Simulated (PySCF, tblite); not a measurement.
# C₁₆H₁₀N₄S: electronic excitations, NMR shifts

Wanted: electronic excitations, NMR shifts for C₁₆H₁₀N₄S (`c1cc(-c2ccc(-c3ccncc3)c3nsnc23)ccn1`).

Computed with tblite 0.8.0 and PySCF 2.14.0 and routines of our own; the level stands in each step. Atoms count from 0.

## Step 1: The starting structure

31 atoms, charge 0, multiplicity 1; geometry from: force field, distance geometry or constructed start.

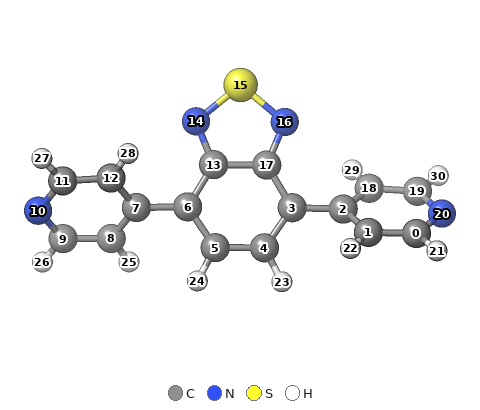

The starting geometry (carbon grey, nitrogen blue, sulfur yellow, hydrogen white).

## Step 2: Optimising the geometry with GFN2-xTB

The job: settings as JSON, then the geometry in Å.

```
{"job": {"kind": "relax", "xc": "GFN2-xTB", "basis": "xTB"}, "charge": 0, "multiplicity": 1}
C     -5.089600     0.464300    -1.080400
C     -3.718100     0.610400    -1.061600
C     -2.951000    -0.225200    -0.218700
C     -1.494000    -0.112500    -0.184200
C     -0.695500    -0.124900    -1.341700
C      0.713500    -0.020400    -1.341100
C      1.494800     0.109300    -0.167600
C      2.961700     0.212300    -0.190400
C      3.733500    -0.712400    -0.913200
C      5.107900    -0.571700    -0.927000
N      5.770600     0.411600    -0.290100
C      5.018000     1.288400     0.406600
C      3.633700     1.233800     0.485300
C      0.750500     0.122400     1.051300
N      1.246500     0.232000     2.299200
S     -0.032500     0.197600     3.352400
N     -1.290800     0.048300     2.287700
C     -0.769700     0.004400     1.046000
C     -3.648400    -1.161800     0.555500
C     -5.027100    -1.229500     0.464400
N     -5.770900    -0.434900    -0.340300
H     -5.711300     1.100400    -1.711600
H     -3.244400     1.372600    -1.665900
H     -1.189200    -0.229900    -2.316900
H      1.225000    -0.026500    -2.304300
H      3.267900    -1.537600    -1.445400
H      5.737800    -1.269000    -1.474300
H      5.573700     2.071300     0.922100
H      3.104100     1.982000     1.055900
H     -3.124300    -1.840300     1.225100
H     -5.589900    -1.946800     1.050900
```

Launch:

```bash
OMP_NUM_THREADS=1 python large_run.py task.json out
```

One launch serves the whole session: the jobs run in the order shown.

The program printed:

```text
step      E/eV     max force
  0   -1476.60660    2.050
  1   -1476.86149    0.895
  2   -1476.93735    0.503
  3   -1476.96409    0.254
  4   -1476.97541    0.236
  5   -1476.98454    0.148
  6   -1476.98878    0.127
  7   -1476.99417    0.131
  8   -1476.99961    0.192
  9   -1477.00878    0.324
 10   -1477.01943    0.348
 11   -1477.02741    0.204
 12   -1477.03071    0.094
 13   -1477.03211    0.090
 14   -1477.03333    0.093
 15   -1477.03450    0.073
 16   -1477.03519    0.042
 17   -1477.03551    0.030
 18   -1477.03570    0.025
 19   -1477.03586    0.029
 20   -1477.03602    0.029
 21   -1477.03623    0.029
 22   -1477.03650    0.039
 23   -1477.03683    0.039
 24   -1477.03723    0.042
 25   -1477.03780    0.055
 26   -1477.03877    0.093
 27   -1477.04040    0.127
 28   -1477.04271    0.110
 29   -1477.04521    0.079
 30   -1477.04758    0.091
 31   -1477.05032    0.179
 32   -1477.05412    0.243
 33   -1477.05798    0.198
 34   -1477.06051    0.081
 35   -1477.06188    0.081
 36   -1477.06251    0.124
 37   -1477.06370    0.136
 38   -1477.06503    0.081
 39   -1477.06613    0.048
 40   -1477.06650    0.041
 41   -1477.06687    0.035
 42   -1477.06727    0.036
 43   -1477.06753    0.031
 44   -1477.06778    0.029
 45   -1477.06816    0.041
 46   -1477.06865    0.044
 47   -1477.06915    0.036
 48   -1477.06953    0.035
 49   -1477.06983    0.035
 50   -1477.07008    0.030
 51   -1477.07026    0.021
 52   -1477.07038    0.019
```

Run time: 1.2 s. Hardware: 1 thread of Arm Neoverse V1, shared host; peak memory 0.18 GiB.

Along the way:

```csv
step,energy from step 0 (eV),largest force (eV/Å)
0,0.0000,2.0505
1,-0.2549,0.8947
2,-0.3307,0.5034
3,-0.3575,0.2533
4,-0.3688,0.2358
5,-0.3779,0.1481
6,-0.3822,0.1266
7,-0.3876,0.1305
8,-0.3930,0.1920
11,-0.4208,0.2038
15,-0.4279,0.0732
18,-0.4291,0.0252
22,-0.4299,0.0390
26,-0.4322,0.0931
29,-0.4386,0.0792
33,-0.4514,0.1982
37,-0.4571,0.1361
40,-0.4599,0.0406
44,-0.4612,0.0285
48,-0.4629,0.0351
49,-0.4632,0.0344
50,-0.4635,0.0303
51,-0.4637,0.0210
52,-0.4638,0.0189
```

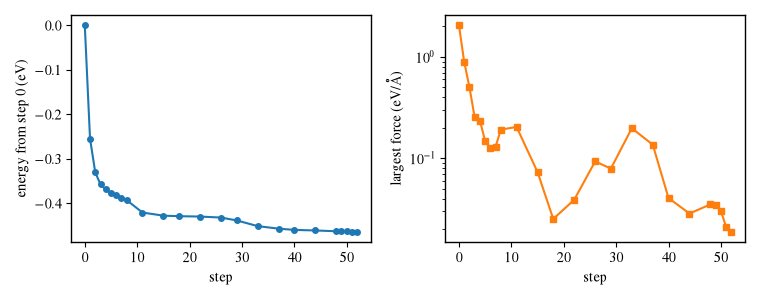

Energy and force, step by step.

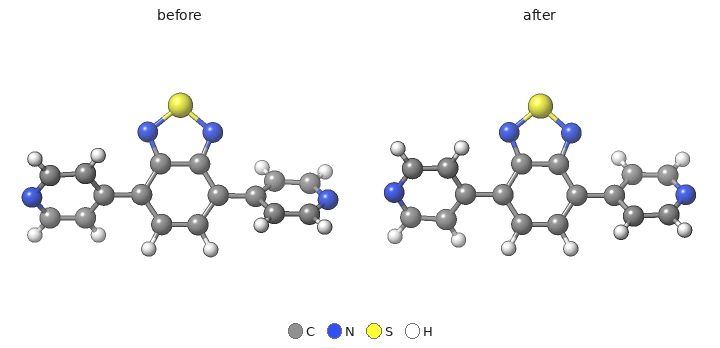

The geometry before (left) and after (right).

Distances of close pairs at the start and the end, largest changes first:

```csv
bond,before (Å),after (Å),change (Å)
C13–C17,1.525,1.439,-0.086
N14–S15,1.657,1.605,-0.053
S15–N16,1.655,1.605,-0.050
C5–C6,1.416,1.377,-0.038
C19–N20,1.354,1.323,-0.031
C3–C4,1.406,1.377,-0.029
C0–N20,1.349,1.322,-0.027
N10–C11,1.349,1.323,-0.027
```

The next job starts from the end point, and lists it.

## Step 3: Vibrational analysis with GFN2-xTB

The job: settings as JSON, then the geometry in Å.

```
{"job": {"kind": "ir", "xc": "GFN2-xTB", "basis": "xTB"}, "charge": 0, "multiplicity": 1}
C     -5.056968     0.314530    -1.139534
C     -3.679412     0.437836    -1.205104
C     -2.901198    -0.221962    -0.254214
C     -1.439478    -0.115714    -0.255237
C     -0.688777    -0.116031    -1.410194
C      0.712428    -0.034251    -1.402479
C      1.441809     0.100238    -0.241750
C      2.903414     0.205244    -0.227145
C      3.697711    -0.557911    -1.082792
C      5.074154    -0.425926    -1.007549
N      5.686427     0.391176    -0.167551
C      4.934789     1.118829     0.641625
C      3.551690     1.067599     0.656595
C      0.706769     0.128902     0.966911
N      1.189662     0.242358     2.205299
S     -0.030062     0.192414     3.246720
N     -1.231004     0.022317     2.196192
C     -0.726140    -0.005797     0.961714
C     -3.566056    -0.978276     0.710735
C     -4.948816    -1.031561     0.677615
N     -5.684945    -0.402472    -0.223256
H     -5.694833     0.818471    -1.854338
H     -3.220278     1.055387    -1.961833
H     -1.192817    -0.204100    -2.361474
H      1.233245    -0.055719    -2.348706
H      3.250682    -1.259740    -1.770457
H      5.723754    -1.008586    -1.648309
H      5.472464     1.774793     1.314263
H      2.983559     1.683511     1.334558
H     -3.010606    -1.511639     1.464907
H     -5.498385    -1.606228     1.412318
```

The program printed:

```text
mode    cm-1     km/mol
  1      32.2      0.87
  2      45.1      0.34
  3      52.4      0.48
  4      61.0      0.61
  5      95.9      0.15
  6      99.6      0.06
  7     174.4      0.18
  8     193.1      0.37
  9     206.2      0.50
 10     212.7      3.71
 11     260.8      2.46
 12     262.8      2.36
 13     333.8      0.01
 14     333.9      0.09
 15     375.2      0.08
 16     387.7      0.16
 17     422.0      2.82
 18     489.5     23.22
 19     490.1      5.83
 20     527.1     19.48
 21     535.8      0.47
 22     575.7      1.76
 23     608.2      2.44
 24     616.2      0.82
 25     618.6      0.46
 26     631.7      1.53
 27     640.1      3.18
 28     699.1     44.40
 29     702.6      2.42
 30     705.3      4.15
 31     736.3      1.35
 32     761.0      6.48
 33     791.7     21.67
 34     796.0      9.86
 35     844.5      9.15
 36     872.7     79.59
 37     879.3      2.21
 38     880.3      2.14
 39     897.2     53.27
 40     909.4      0.02
 41     912.6      0.55
 42     914.1      0.35
 43     924.0      2.14
 44     924.2      0.15
 45     933.9      5.01
 46     960.7      0.24
 47    1013.5     16.44
 48    1024.1      0.02
 49    1100.4      0.29
 50    1101.4     15.75
 51    1119.6      0.24
 52    1120.8      0.11
 53    1133.1      0.55
 54    1141.7      3.76
 55    1207.5      0.10
 56    1209.5      3.59
 57    1249.2      0.25
 58    1264.6      0.02
 59    1266.0      0.15
 60    1271.5      0.83
 61    1281.1      1.29
 62    1281.6      3.06
 63    1308.0      0.52
 64    1310.7      6.35
 65    1348.4      1.85
 66    1363.3      0.00
 67    1374.1      6.16
 68    1394.4     21.24
 69    1461.7      3.37
 70    1468.5      0.04
 71    1504.5     21.11
 72    1533.7      0.01
 73    1545.7      8.36
 74    1549.3      9.09
 75    1571.6     10.63
 76    1577.7    258.44
 77    1579.4      1.31
 78    3053.8     37.50
 79    3054.7     29.31
 80    3055.1     35.58
 81    3056.0     36.04
 82    3081.6     14.21
 83    3087.0     16.17
 84    3089.1     17.07
 85    3092.9     40.22
 86    3109.7     16.93
 87    3109.7     17.08
```

Run time: 3.7 s. Hardware: 1 thread of Arm Neoverse V1, shared host; peak memory 0.18 GiB.

The strongest bands and the atoms that carry them (share of the mass-weighted mode):

```
cm⁻¹  km/mol                         atoms
 699    44.4              C5 14 %, C4 14 %
 873    79.6  N16 33 %, N14 33 %, S15 24 %
 897    53.3            N14 37 %, N16 37 %
1578   258.4             C9 11 %, C12 11 %
3054    37.5                      H26 88 %
3055    35.6            H21 65 %, H30 26 %
3056    36.0                      H27 90 %
3093    40.2            H23 48 %, H24 33 %
```

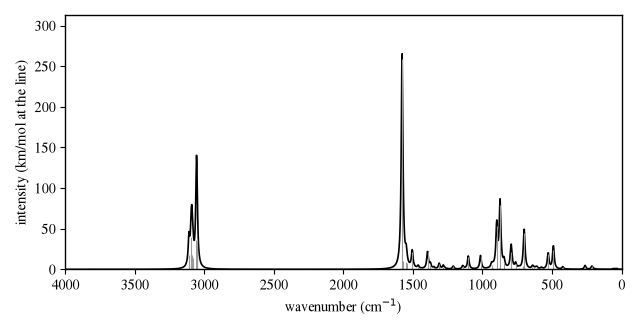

The infrared spectrum from these modes, unscaled. Lines are broadened to a width of 14 cm⁻¹ (Lorentzian).

## Step 4: Electronic excitations: TDDFT PBE0/6-31G*

Settings changed since step 3:

```diff
@@ -1,2 +1,2 @@
-{"job": {"kind": "ir", "xc": "GFN2-xTB", "basis": "xTB"}, "charge": 0, "multiplicity": 1}
+{"job": {"kind": "uv", "basis": "6-31G*", "grid": 1, "kgrid": 0, "vcut": 1.5, "nstates": 6, "ntriplets": 2, "tda": false, "delta": ["ip_vertical"], "pop": true, "xc": "PBE0"}, "charge": 0, "multiplicity": 1}
 C     -5.056968     0.314530    -1.139534
```

Method: TDDFT PBE0/6-31G*, vertical, gas phase, core orbitals frozen in the response, virtual orbitals cut by energy.

The program printed:

```text
start: PBE on a coarse grid of 27925 points
cycle   1  E = -1231.7674514158  dE =  3.937e+00  |g| = 7.735e-01  |ddm| = 6.965e+00
cycle   2  E = -1231.4923264394  dE =  2.751e-01  |g| = 1.241e+00  |ddm| = 2.880e+00
cycle   3  E = -1231.9120900057  dE = -4.198e-01  |g| = 2.949e-01  |ddm| = 2.030e+00
cycle   4  E = -1231.9348886957  dE = -2.280e-02  |g| = 1.366e-01  |ddm| = 5.612e-01
cycle   5  E = -1231.9394098868  dE = -4.521e-03  |g| = 5.770e-02  |ddm| = 2.062e-01
cycle   6  E = -1231.9401354824  dE = -7.256e-04  |g| = 2.068e-02  |ddm| = 8.029e-02
cycle   7  E = -1231.9402367349  dE = -1.013e-04  |g| = 8.810e-03  |ddm| = 3.391e-02
final grid: 123606 points
cycle   8  E = -1231.7744156882  dE = -9.649e-03  |g| = 4.945e-02  |ddm| = 7.921e-01
cycle   9  E = -1231.7738676536  dE =  5.480e-04  |g| = 6.629e-02  |ddm| = 1.486e-01
cycle  10  E = -1231.7750324906  dE = -1.165e-03  |g| = 1.927e-02  |ddm| = 1.012e-01
cycle  11  E = -1231.7751322309  dE = -9.974e-05  |g| = 3.607e-03  |ddm| = 2.537e-02
cycle  12  E = -1231.7751362914  dE = -4.060e-06  |g| = 1.971e-03  |ddm| = 5.909e-03
cycle  13  E = -1231.7751337169  dE =  2.575e-06  |g| = 1.032e-03  |ddm| = 3.097e-03
cycle  14  E = -1231.7751351033  dE = -1.386e-06  |g| = 3.683e-04  |ddm| = 1.469e-03
cycle  15  E = -1231.7751342011  dE =  9.023e-07  |g| = 5.034e-05  |ddm| = 4.582e-04
converged SCF energy = -1231.7751342011
Vertical ionisation energy (delta-SCF) = 8.0175 eV   <S^2> = 0.769

Static polarisability (au): isotropic 212.381, principal 103.399 202.196 331.549

Singlet excitations
state   eV       nm        f      main configurations
  1   3.3687    368.0   0.29078   H->L 0.98
  2   3.7497    330.7   0.00198   H-1->L 0.93
  3   3.7672    329.1   0.00340   H-2->L 0.96
  4   3.9775    311.7   0.00033   H-3->L 0.87
  5   4.0746    304.3   0.00476   H-4->L 0.99
  6   4.3921    282.3   0.00259   H-6->L 0.49, H-8->L 0.34, H-3->L 0.09

Triplet excitations (Tamm-Dancoff, eV): 2.2596 3.4052
```

Run time: 1.9 min. Hardware: 1 thread of Arm Neoverse V1, shared host; peak memory 0.65 GiB.

Frontier orbitals and where they lie:

```
orbital     eV                         atoms
 HOMO−4  -7.53    C8 13 %, C1 13 %, C18 12 %
 HOMO−3  -7.49   C18 13 %, C12 13 %, C9 12 %
 HOMO−2  -7.22            N10 34 %, N20 31 %
 HOMO−1  -7.21            N20 34 %, N10 31 %
   HOMO  -6.69      C3 16 %, C6 16 %, C4 8 %
   LUMO  -2.70  S15 19 %, N14 14 %, N16 14 %
 LUMO+1  -1.11      N16 9 %, N14 9 %, C7 8 %
 LUMO+2  -0.50    C2 13 %, C7 13 %, N20 11 %
 LUMO+3  -0.19    C9 15 %, C0 14 %, C12 13 %
```

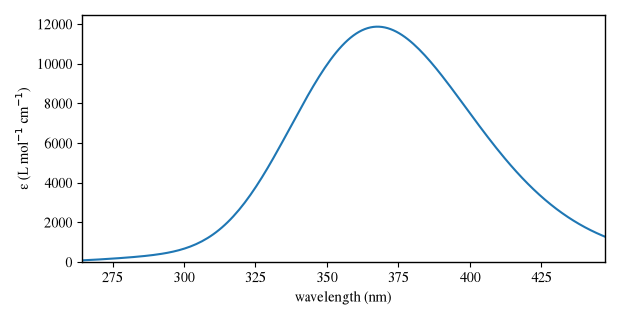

Absorption spectrum: each of the 6 states is a Gaussian band of 0.4 eV half-width at 1/e. Beyond the last state computed it falls off for lack of states.

Further results of this job:

| property | computed |
| --- | --- |
| dipole moment (D) | 1.08 |
| polarisability (Å³) | 31.47 |
| HOMO–LUMO gap (eV) | 3.99 |
| −ε(HOMO) (eV) | 6.69 |

## Step 5: NMR shifts: GIAO KT3/pcSseg-1

Settings changed since step 4:

```diff
@@ -1,2 +1,2 @@
-{"job": {"kind": "uv", "basis": "6-31G*", "grid": 1, "kgrid": 0, "vcut": 1.5, "nstates": 6, "ntriplets": 2, "tda": false, "delta": ["ip_vertical"], "pop": true, "xc": "PBE0"}, "charge": 0, "multiplicity": 1}
+{"job": {"kind": "nmr", "xc": "KT3", "basis": "pcSseg-1", "pop": false}, "charge": 0, "multiplicity": 1}
 C     -5.056968     0.314530    -1.139534
```

Level: GIAO KT3/pcSseg-1 NMR shielding, non-relativistic, gas phase.

The program printed:

```text
start: PBE on a coarse grid of 27925 points
cycle   1  E = -1231.2905508817  dE =  3.902e+00  |g| = 7.836e-01  |ddm| = 6.481e+00
cycle   2  E = -1230.9815583361  dE =  3.090e-01  |g| = 1.322e+00  |ddm| = 3.040e+00
cycle   3  E = -1231.4321202965  dE = -4.506e-01  |g| = 2.972e-01  |ddm| = 2.103e+00
cycle   4  E = -1231.4528219025  dE = -2.070e-02  |g| = 1.509e-01  |ddm| = 6.088e-01
cycle   5  E = -1231.4583516413  dE = -5.530e-03  |g| = 5.947e-02  |ddm| = 2.190e-01
cycle   6  E = -1231.4590726850  dE = -7.210e-04  |g| = 2.258e-02  |ddm| = 9.233e-02
cycle   7  E = -1231.4591879163  dE = -1.152e-04  |g| = 8.975e-03  |ddm| = 3.859e-02
final grid: 260690 points
cycle   8  E = -1249.0892314668  dE = -4.950e-02  |g| = 1.542e-01  |ddm| = 9.284e-01
cycle   9  E = -1249.0751076603  dE =  1.412e-02  |g| = 2.524e-01  |ddm| = 4.248e-01
cycle  10  E = -1249.0885224600  dE = -1.341e-02  |g| = 1.093e-01  |ddm| = 4.544e-01
cycle  11  E = -1249.0920975949  dE = -3.575e-03  |g| = 2.150e-02  |ddm| = 1.734e-01
cycle  12  E = -1249.0922185364  dE = -1.209e-04  |g| = 4.341e-03  |ddm| = 3.232e-02
cycle  13  E = -1249.0922234804  dE = -4.944e-06  |g| = 1.786e-03  |ddm| = 7.350e-03
cycle  14  E = -1249.0922248335  dE = -1.353e-06  |g| = 1.424e-03  |ddm| = 3.503e-03
cycle  15  E = -1249.0922240856  dE =  7.479e-07  |g| = 5.742e-04  |ddm| = 2.024e-03
cycle  16  E = -1249.0922253898  dE = -1.304e-06  |g| = 1.171e-04  |ddm| = 7.532e-04
cycle  17  E = -1249.0922254073  dE = -1.748e-08  |g| = 3.593e-05  |ddm| = 1.847e-04
converged SCF energy = -1249.0922254073

GIAO shielding tensors (ppm)
atom      isotropic    diamagn.    paramagn.     s11        s22        s33       span
  0 C       41.565     250.530    -208.966    -57.329     42.153    139.869    197.199
  1 C       69.262     250.188    -180.926    -24.533     68.069    164.250    188.783
  2 C       47.343     255.252    -207.910    -38.525     15.862    164.691    203.216
  3 C       56.919     258.168    -201.248    -15.208     31.720    154.246    169.454
  4 C       63.595     255.865    -192.270    -27.914     56.547    162.152    190.065
  5 C       63.589     255.863    -192.274    -27.965     56.596    162.138    190.103
  6 C       56.916     258.162    -201.245    -15.243     31.735    154.258    169.501
  7 C       47.328     255.265    -207.937    -38.540     15.819    164.705    203.246
  8 C       69.246     250.242    -180.996    -24.551     68.039    164.250    188.801
  9 C       41.555     250.571    -209.016    -57.328     42.116    139.876    197.203
 10 N      -65.784     332.144    -397.928   -350.067   -140.618    293.331    643.398
 11 C       42.134     250.740    -208.607    -55.048     41.024    140.425    195.473
 12 C       63.307     249.739    -186.432    -30.212     54.007    166.126    196.338
 13 C       39.777     261.092    -221.315    -13.487      8.857    123.961    137.448
 14 N      -87.202     331.637    -418.839   -342.926   -119.433    200.752    543.678
 15 S       30.004    1065.102   -1035.099   -132.833     93.039    129.806    262.639
 16 N      -87.228     331.626    -418.855   -342.985   -119.428    200.727    543.712
 17 C       39.764     261.086    -221.322    -13.502      8.824    123.970    137.472
 18 C       63.304     249.762    -186.457    -30.215     53.993    166.135    196.350
 19 C       42.131     250.800    -208.669    -55.077     41.051    140.419    195.495
 20 N      -65.803     332.134    -397.937   -350.185   -140.576    293.353    643.538
 21 H       22.883      26.350      -3.467     18.706     22.612     27.331      8.625
 22 H       24.501      35.869     -11.368     20.304     23.070     30.128      9.825
 23 H       23.860      36.524     -12.664     18.608     23.772     29.199     10.591
 24 H       23.854      36.517     -12.663     18.601     23.767     29.194     10.592
 25 H       24.496      35.882     -11.386     20.296     23.069     30.123      9.826
 26 H       22.882      26.362      -3.480     18.708     22.606     27.332      8.625
 27 H       22.872      26.941      -4.070     18.768     22.488     27.359      8.590
 28 H       23.559      35.931     -12.372     17.201     23.090     30.387     13.187
 29 H       23.561      35.943     -12.383     17.204     23.091     30.387     13.182
 30 H       22.870      26.950      -4.080     18.770     22.478     27.361      8.591
```

Wall time 49 s (1 thread of Arm Neoverse V1, shared host); peak memory 0.61 GiB.

The references, computed at this level on geometries of the same kind, shield at (ppm): ¹H TMS 31.76, ¹³C TMS 184.7, ¹⁵N NH3 264.4. Their shielding less the atom's gives the shift. The references are single molecules in the gas phase, so shifts against H2O, NH3, PH3, H3PO4 or CFCl3 are not on the usual liquid scales and can be off by tens of ppm. Atoms listed in one row are averaged.

```csv
atoms,environment,σ (ppm),δ (ppm)
"C13, C17",ring-fusion aromatic carbon,39.8,145.0
"C0, C9, C11, C19",aromatic CH next to a ring nitrogen,41.8,142.9
"C2, C7",substituted aromatic carbon,47.3,137.4
"C3, C6",substituted aromatic carbon,56.9,127.8
"C4, C5",aromatic CH,63.6,121.1
"C1, C8, C12, C18",aromatic CH,66.3,118.4
"H21, H26, H27, H30",hydrogen on an aromatic CH next to a ring nitrogen,22.88,8.88
"H23, H24",hydrogen on an aromatic CH,23.86,7.90
"H22, H25, H28, H29",hydrogen on an aromatic CH,24.03,7.73
"N14, N16",pyridine-type nitrogen of an azole,-87.2,351.6
"N10, N20",pyridine-type ring nitrogen,-65.8,330.2
S15,aromatic ring sulfur,30,–
```

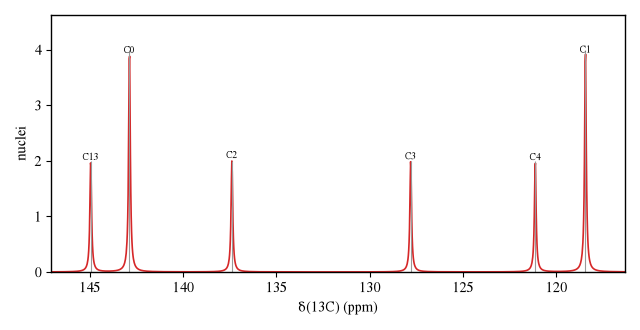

¹³C lines at the computed shifts, without couplings. Lines are broadened to a width of 0.11 ppm (Lorentzian).

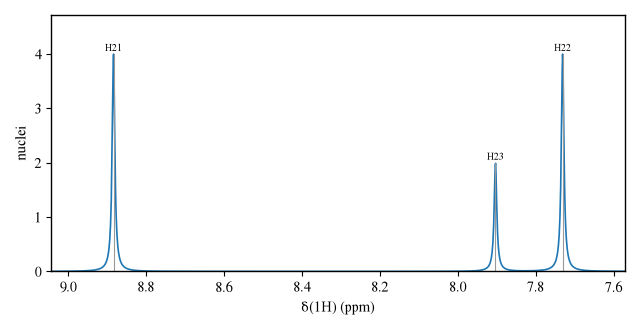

¹H lines at the computed shifts, without couplings. Lines are broadened to a width of 0.01 ppm (Lorentzian).

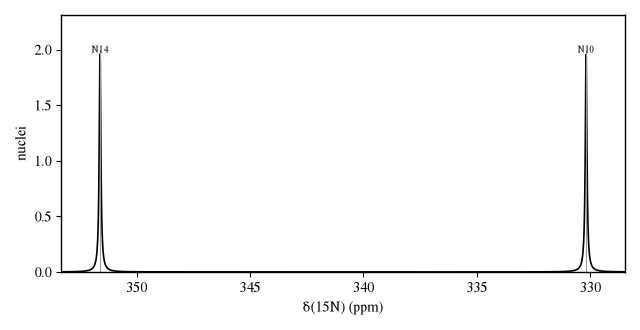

¹⁵N lines at the computed shifts, without couplings. Lines are broadened to a width of 0.09 ppm (Lorentzian).

Ring of atoms C0, C1, C2, C18, C19, N20: NICS(0) -6.6, NICS(1) -9.9, NICS(1)zz -25.3 ppm (means of both faces).

Ring of atoms C3, C4, C5, C6, C13, C17: NICS(0) -5.4, NICS(1) -8.5, NICS(1)zz -20.1 ppm (means of both faces).

Ring of atoms C13, N14, S15, N16, C17: NICS(0) -16.0, NICS(1) -14.6, NICS(1)zz -37.3 ppm (means of both faces).

## Step 6: What came out

```
                                                              quantity                                         value
                             strongest single infrared mode (GFN2-xTB)                         1578 cm⁻¹, 258 km/mol
                                          zero-point energy (GFN2-xTB)                                138.4 kcal/mol
                                          lowest singlet (PBE0/6-31G*)                   3.37 eV (368 nm), f = 0.291
                                                        lowest triplet                                       2.26 eV
                                     vertical ionisation energy (ΔSCF)                                       8.02 eV
¹³C shifts against TMS (KT3/pcSseg-1, means over atoms taken as alike)  145.0, 142.9, 137.4, 127.8, 121.1, 118.4 ppm
 ¹H shifts against TMS (KT3/pcSseg-1, means over atoms taken as alike)                          8.88, 7.90, 7.73 ppm
¹⁵N shifts against NH3 (KT3/pcSseg-1, means over atoms taken as alike)                              351.6, 330.2 ppm
                                        shieldings of S (KT3/pcSseg-1)                                  S15 30.0 ppm
```

In words: All 87 modes are real, so the xTB geometry is a minimum. Unscaled tight-binding wavenumbers are off by several per cent, some by more. Its intensities can rank the bands wrongly. The first singlet state (HOMO→LUMO 0.98) lies at 3.37 eV and is bright. The lowest triplet lies 1.11 eV below the lowest singlet (triplets in Tamm-Dancoff, singlets in full TDDFT). The orbital energy would give 6.69 eV for ionisation, ΔSCF gives 8.02 eV. At KT3/pcSseg-1: The widest tensor belongs to N10, N20: span 643 ppm, with a paramagnetic part of -398 ppm. NICS(1)zz of -25 ppm above the planar ring from C0 marks a diatropic (aromatic) ring current. NICS(1)zz of -20 ppm above the planar ring from C3 marks a diatropic (aromatic) ring current. NICS(1)zz of -37 ppm above the planar ring from C13 marks a diatropic (aromatic) ring current.
